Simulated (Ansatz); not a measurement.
# singlet C2H6Ga+: levels of theory compared

Aim: a comparison of 6 runs (HSE06/6-31G*, PBE-QIDH/6-31G*, wB97X/6-31G*, RPA@PBE/6-31G*, CCSD/6-31G*, CCSD(T)/6-31G*) of singlet C2H6Ga+. 

The results are computed with Ansatz 0.2.0.

70 further runs of the same task are left out: 1 that didn't finish, 69 set aside as unsound or not needed.

## 1. The structure to begin with

C2H6Ga+: 9 atoms, total charge +1, spin state singlet. As SMILES of the parent species, `C[Ga]C`. Geometry: relaxed at PBE0-D4/def2-TZVP. That shape belongs to the parent species and isn't relaxed for this state.

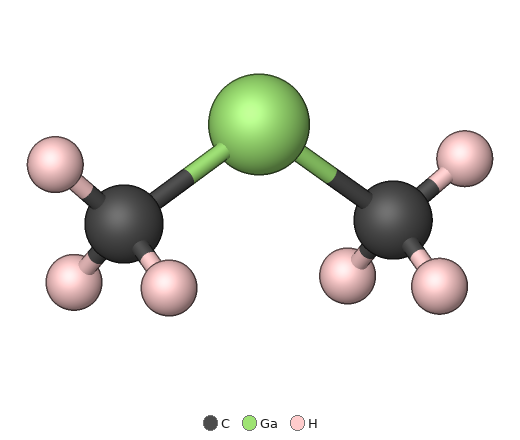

The structure, seen from a chosen angle (carbon dark grey, gallium green, hydrogen pink).

## 2. A single-point energy at HSE06/6-31G(d) (spherical functions) (run 1)

File run.yaml:

```yaml
crystal:
  periodic: [false, false, false]
  atoms:
    - symbol: C
      position_ang: [-1.246620, 1.163020, 0.175280]
    - symbol: Ga
      position_ang: [0.456630, 0.385560, 0.873010]
    - symbol: C
      position_ang: [1.273950, -1.139610, -0.126050]
    - symbol: H
      position_ang: [-2.014290, 0.382510, 0.177460]
    - symbol: H
      position_ang: [-1.092470, 1.479700, -0.861100]
    - symbol: H
      position_ang: [-1.602690, 2.011340, 0.758180]
    - symbol: H
      position_ang: [2.201980, -1.496820, 0.318200]
    - symbol: H
      position_ang: [1.469380, -0.822030, -1.155250]
    - symbol: H
      position_ang: [0.554120, -1.963680, -0.159730]
basis:
  gaussian:
    orbitals: 6-31G_st_-spherical.json
total_charge: 1
hamiltonian:
  xc: hse06
accuracy: high
output:
  orbitals: {seedname: orbitals}
```

The basis set 6-31G* is read from a file made from the Basis Set Exchange's data (not shown).

Command:

```bash
ansatz run run.yaml --threads 1 --pin off --max-ram 3480MiB --events-out events.jsonl --progress --plain --runs-dir runs
```

Standard output:

```text
Warning: RAYON_NUM_THREADS=1 ignored (pool sized by the plan → 1); use --threads N
Functional definition: HSE06
  name "HSE06"
  parameter a = 0.25
  parameter omega = 0.11/bohr
  exchange = pbe_x - a*pbe_x_sr(omega) + a*exact_x_sr(omega)
  correlation = pbe_c
1662 factors; integrals over basis functions are off by at most 4.7e-9 eV
104 factors; integrals over basis functions are off by at most 1.5e-9 eV
mean field evaluation 1: about -54507.1191 eV, gradient 8.3e1 eV
mean field evaluation 2: about -54485.9965 eV, gradient 1.1e2 eV
mean field evaluation 4: about -54524.3478 eV, gradient 6.7e0 eV
mean field evaluation 8: about -54524.5541 eV, gradient 7.7e-1 eV
mean field evaluation 16: about -54524.5562 eV, gradient 6.4e-5 eV
mean field -54524.55619859 eV, -2003.7404822265 hartree, gradient 3.1e-8 eV, S^2 0.000000; 0 other end points of the search recorded, 0 dependent functions left out
reference -54524.55620277 eV, -2003.7404823804 hartree; 24, 24 occupied and 48, 48 virtual orbitals, 1662 factors
Total energy: -54524.55620277 eV, -2003.7404823804 hartree
```

It took 6.6 s on 1 thread of Arm Neoverse V2, shared host; peak memory 0.24 GiB.

## 3. The energy at PBE-QIDH/6-31G(d) (spherical functions) (run 2)

File molecule.yaml:

```yaml
crystal:
  periodic: [false, false, false]
  atoms:
    - symbol: C
      position_ang: [-1.246620, 1.163020, 0.175280]
    - symbol: Ga
      position_ang: [0.456630, 0.385560, 0.873010]
    - symbol: C
      position_ang: [1.273950, -1.139610, -0.126050]
    - symbol: H
      position_ang: [-2.014290, 0.382510, 0.177460]
    - symbol: H
      position_ang: [-1.092470, 1.479700, -0.861100]
    - symbol: H
      position_ang: [-1.602690, 2.011340, 0.758180]
    - symbol: H
      position_ang: [2.201980, -1.496820, 0.318200]
    - symbol: H
      position_ang: [1.469380, -0.822030, -1.155250]
    - symbol: H
      position_ang: [0.554120, -1.963680, -0.159730]
basis:
  gaussian:
    orbitals: 6-31G_st_-spherical.json
total_charge: 1
hamiltonian:
  xc: {name: PBE-QIDH}
correlation:
  frozen_orbitals: {C: 1, Ga: 9, H: 0}
accuracy: high
output: {orbitals: {seedname: orbitals}}
```

The basis set 6-31G* is read from a file made from the Basis Set Exchange's data (not shown).

Command:

```bash
ansatz run molecule.yaml --threads 1 --pin off --max-ram 3480MiB --events-out events.jsonl --progress --plain --runs-dir runs
```

Standard output:

```text
Warning: RAYON_NUM_THREADS=1 ignored (pool sized by the plan → 1); use --threads N
Functional definition: PBE-QIDH
  name "PBE-QIDH"
  parameter a = 3^(-1/3)
  parameter c = 1/3
  exchange = (1 - a)*pbe_x + a*exact_x
  correlation = (1 - c)*pbe_c + c*(mp2_os + mp2_ss)
1662 factors; integrals over basis functions are off by at most 4.7e-9 eV
mean field evaluation 1: about -54502.3450 eV, gradient 5.2e1 eV
mean field evaluation 2: about -54502.3872 eV, gradient 5.2e1 eV
mean field evaluation 4: about -54509.2484 eV, gradient 3.9e0 eV
mean field evaluation 8: about -54509.2767 eV, gradient 3.3e-2 eV
mean field evaluation 16: about -54509.2767 eV, gradient 3.4e-6 eV
mean field -54509.27669948 eV, -2003.1789709911 hartree, gradient 1.9e-8 eV, S^2 0.000000; 0 other end points of the search recorded, 0 dependent functions left out
11 core orbitals not correlated: weight in the atoms' cores, before any rotation towards them, 1.000 or more for the frozen orbitals, at most 0.000 for the correlated occupied ones
reference -54509.27670072 eV, -2003.1789710365 hartree; 13, 13 occupied and 48, 48 virtual orbitals, 1662 factors
second order -15.02629107 eV of doubles, -0.00000000 eV of singles
Total energy: -54514.28546440 eV, -2003.3630397070 hartree
```

Run time: 8.7 s. Hardware: 1 thread of Arm Neoverse V2, shared host; peak memory 0.23 GiB.

Run 3 isn't shown in full; the table further down has it.

## 4. The energy at RPA@PBE/6-31G(d) (spherical functions) (run 4)

File job.yaml:

```yaml
crystal:
  periodic: [false, false, false]
  atoms:
    - symbol: C
      position_ang: [-1.246620, 1.163020, 0.175280]
    - symbol: Ga
      position_ang: [0.456630, 0.385560, 0.873010]
    - symbol: C
      position_ang: [1.273950, -1.139610, -0.126050]
    - symbol: H
      position_ang: [-2.014290, 0.382510, 0.177460]
    - symbol: H
      position_ang: [-1.092470, 1.479700, -0.861100]
    - symbol: H
      position_ang: [-1.602690, 2.011340, 0.758180]
    - symbol: H
      position_ang: [2.201980, -1.496820, 0.318200]
    - symbol: H
      position_ang: [1.469380, -0.822030, -1.155250]
    - symbol: H
      position_ang: [0.554120, -1.963680, -0.159730]
basis:
  gaussian:
    orbitals: 6-31G_st_-spherical.json
hamiltonian:
  xc: pbe
total_charge: 1
correlation:
  method: rpa
  frozen_orbitals: {C: 1, Ga: 9, H: 0}
accuracy: high
```

The basis set 6-31G* is read from a file made from the Basis Set Exchange's data (not shown).

Command:

```bash
ansatz run job.yaml --threads 1 --pin off --max-ram 3480MiB --events-out events.jsonl --progress --plain --runs-dir runs
```

Standard output:

```text
Warning: RAYON_NUM_THREADS=1 ignored (pool sized by the plan → 1); use --threads N
Functional definition: PBE
  name "PBE"
  parameter kappa = 0.804
  parameter beta = 0.06672455060314922
  exchange = pbe_x(kappa = kappa, mu = beta*pi^2/3)
  correlation = pbe_c(beta = beta)
1662 factors; integrals over basis functions are off by at most 4.7e-9 eV
mean field evaluation 1: about -54498.3922 eV, gradient 1.0e2 eV
mean field evaluation 2: about -54498.3787 eV, gradient 1.0e2 eV
mean field evaluation 4: about -54520.9359 eV, gradient 2.5e1 eV
mean field evaluation 8: about -54523.2729 eV, gradient 1.3e-1 eV
mean field evaluation 16: about -54523.2732 eV, gradient 7.2e-6 eV
mean field evaluation 32: about -54473.2702 eV, gradient 4.9e1 eV
mean field -54523.27318101 eV, -2003.6933322002 hartree, gradient 4.5e-8 eV, S^2 0.000000; 2 other end points of the search recorded, 0 dependent functions left out
11 core orbitals not correlated: weight in the atoms' cores, before any rotation towards them, 1.000 or more for the frozen orbitals, at most 0.000 for the correlated occupied ones
reference -54473.89165358 eV, -2001.8785945393 hartree; 13, 13 occupied and 48, 48 virtual orbitals, 1662 factors
Total energy: -54494.39718924 eV, -2002.6321590755 hartree
```

It took 12 s on 1 thread of Arm Neoverse V2, shared host; peak memory 0.24 GiB.

Run 5 isn't shown in full; the table further down has it.

## 5. The energy at CCSD(T)/6-31G(d) (spherical functions) (run 6)

run.yaml, as its differences from that of step 2:

```diff
@@ -25,6 +25,7 @@
 total_charge: 1
-hamiltonian:
-  xc: hse06
+correlation:
+  method: ccsd_t
+  frozen_orbitals: {C: 1, Ga: 9, H: 0}
 accuracy: high
-output:
-  orbitals: {seedname: orbitals}
+scf:
+  omitted_lower_state_checks: [cluster_reference, increment]
```

The basis set 6-31G* is read from a file made from the Basis Set Exchange's data (not shown).

Command:

```bash
ansatz run run.yaml --threads 1 --pin off --max-ram 3480MiB --events-out events.jsonl --progress --plain --runs-dir runs
```

Standard output:

```text
Warning: RAYON_NUM_THREADS=1 ignored (pool sized by the plan → 1); use --threads N
Functional definition: HF
  name "HF"
  exchange = exact_x
  correlation = 0
these checks for a lower state are left out or cut short: cluster_reference, increment
1662 factors; integrals over basis functions are off by at most 4.7e-9 eV
mean field evaluation 1: about -54470.5145 eV, gradient 4.0e1 eV
mean field evaluation 2: about -54470.5665 eV, gradient 4.0e1 eV
mean field evaluation 4: about -54474.8250 eV, gradient 3.1e0 eV
mean field evaluation 8: about -54474.8612 eV, gradient 1.8e-4 eV
mean field -54474.86123562 eV, -2001.9142260218 hartree, gradient 1.9e-8 eV, S^2 0.000000; 0 other end points of the search recorded, 0 dependent functions left out
11 core orbitals not correlated: weight in the atoms' cores, before any rotation towards them, 1.000 or more for the frozen orbitals, at most 0.000 for the correlated occupied ones
reference -54474.86123562 eV, -2001.9142260218 hartree; 13, 13 occupied and 48, 48 virtual orbitals, 1662 factors
second order -13.30336419 eV of doubles, -0.00000000 eV of singles
cycle   1  -13.24886185 eV  change    5.5e-2 eV  update   9.4e-2
cycle   2  -13.72400135 eV  change   -4.8e-1 eV  update   3.2e-2
cycle   3  -13.80783561 eV  change   -8.4e-2 eV  update   1.5e-2
cycle   4  -13.80683999 eV  change    1.0e-3 eV  update   4.4e-3
cycle   5  -13.80669510 eV  change    1.4e-4 eV  update   1.6e-3
cycle   6  -13.80640410 eV  change    2.9e-4 eV  update   5.1e-4
cycle   7  -13.80621095 eV  change    1.9e-4 eV  update   1.6e-4
cycle   8  -13.80623575 eV  change   -2.5e-5 eV  update   5.1e-5
cycle   9  -13.80625876 eV  change   -2.3e-5 eV  update   1.3e-5
cycle  10  -13.80624834 eV  change    1.0e-5 eV  update   4.2e-6
cycle  11  -13.80625216 eV  change   -3.8e-6 eV  update   1.6e-6
cycle  12  -13.80625342 eV  change   -1.3e-6 eV  update   5.3e-7
cycle  13  -13.80625360 eV  change   -1.8e-7 eV  update   1.9e-7
cycle  14  -13.80625367 eV  change   -7.9e-8 eV  update   8.0e-8
cycle  15  -13.80625370 eV  change   -2.9e-8 eV  update   3.8e-8
cycle  16  -13.80625370 eV  change    3.7e-9 eV  update   2.5e-8
cycle  17  -13.80625355 eV  change    1.4e-7 eV  update   1.1e-7
cycle  18  -13.80625359 eV  change   -3.1e-8 eV  update   2.9e-8
cycle  19  -13.80625359 eV  change   -6.6e-9 eV  update   9.3e-9
cycle  20  -13.80625359 eV  change   -2.9e-9 eV  update   3.3e-9
cycle  21  -13.80625360 eV  change   -2.0e-9 eV  update  9.2e-10
perturbative correction -0.37082851 eV, -0.0136276963 hartree
Total energy: -54489.03831772 eV, -2002.4352241796 hartree
Checks for a lower state left out: cluster_reference, increment
```

Wall time 11 s (1 thread of Arm Neoverse V2, shared host); peak memory 0.32 GiB.

## 6. All runs side by side

```
run                                  level  frozen core orbitals   energy (Eh)  wall time
  1     HSE06/6-31G* (spherical functions)                     –  -2003.740482      6.6 s
  2  PBE-QIDH/6-31G* (spherical functions)                    11  -2003.363040      8.7 s
  3     wB97X/6-31G* (spherical functions)                     –  -2004.122265       23 s
  4   RPA@PBE/6-31G* (spherical functions)                    11  -2002.632159       12 s
  5      CCSD/6-31G* (spherical functions)                    11  -2002.421596      8.1 s
  6   CCSD(T)/6-31G* (spherical functions)                    11  -2002.435224       11 s
```

## 7. Outcome

| quantity | value |
| --- | --- |
| run 6: total energy | -2002.43522 Eh |
| run 6: correlation energy (11 core orbitals frozen) | -521.0 mEh |
| run 6: (T) correction | -13.63 mEh |
| run 6: T1 diagnostic | 0.013 |

In words: Over runs 1, 2, 3 the HOMO–LUMO gap runs from 3.84 eV (HSE06/6-31G*) to 8.84 eV (wB97X/6-31G*). Totals of different functionals can't be ranked against each other. All runs together took 69 s, the longest 23 s.
